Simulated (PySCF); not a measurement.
```yaml
atoms:
  - { symbol: C, position_ang: [-1.9867, 0.5087, 0.9570] }
  - { symbol: O, position_ang: [-1.3441, -0.5427, 0.2547] }
  - { symbol: C, position_ang: [-1.7782, -0.6972, -1.0868] }
  - { symbol: B, position_ang: [0.2977, -0.7145, 0.5229] }
  - { symbol: C, position_ang: [1.0661, 0.5295, -0.1396] }
  - { symbol: Si, position_ang: [2.9100, 0.3636, 0.1658] }
  - { symbol: H, position_ang: [-1.7542, 1.4835, 0.4987] }
  - { symbol: H, position_ang: [-1.6062, 0.4811, 1.9837] }
  - { symbol: H, position_ang: [-3.0731, 0.3366, 0.9472] }
  - { symbol: H, position_ang: [-1.2609, -1.5757, -1.4873] }
  - { symbol: H, position_ang: [-1.5212, 0.1920, -1.6848] }
  - { symbol: H, position_ang: [-2.8664, -0.8572, -1.0969] }
  - { symbol: H, position_ang: [0.3307, -0.7521, 1.7443] }
  - { symbol: H, position_ang: [0.5094, -1.7948, -0.0087] }
  - { symbol: H, position_ang: [0.9409, 0.5913, -1.2365] }
  - { symbol: H, position_ang: [0.7707, 1.5073, 0.2837] }
  - { symbol: H, position_ang: [3.4561, -0.8840, -0.4562] }
  - { symbol: H, position_ang: [3.2200, 0.3239, 1.6300] }
  - { symbol: H, position_ang: [3.6698, 1.5190, -0.4179] }
```

Geometry: PBE0-D3(BJ)/def2-SVP.

These are results of PBE0/pcSseg-1, SCF density, gas phase, non-relativistic in PySCF 2.14.0, not measurements.

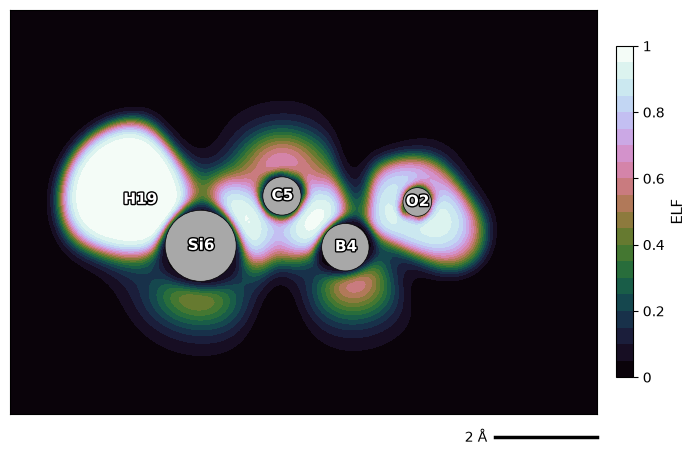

C3H13BOSi (SMILES C[O+](C)[BH2-]C[SiH3]). Electron localisation function on the plane of atoms C5, Si6 and H19. Grey discs cover the atomic cores.

> Read the bonding off the picture.

- The plane passes through O, B, C, Si and H nuclei.
- C–B (1.61 Å): the ELF peaks at about 0.95 between the atoms: a covalent bond.
- B–O (1.67 Å): the ELF peaks at about 0.90 between the atoms (a shared but strongly polarised pair).
- C–Si (1.88 Å): the ELF peaks at about 0.95 between the atoms; a covalent bond.
- Si–H (1.50 Å): the ELF climbs to about 1 towards the hydrogen, as it does in any bond to H.
- The ELF also peaks beside O2, away from the bonds: lone-pair regions.
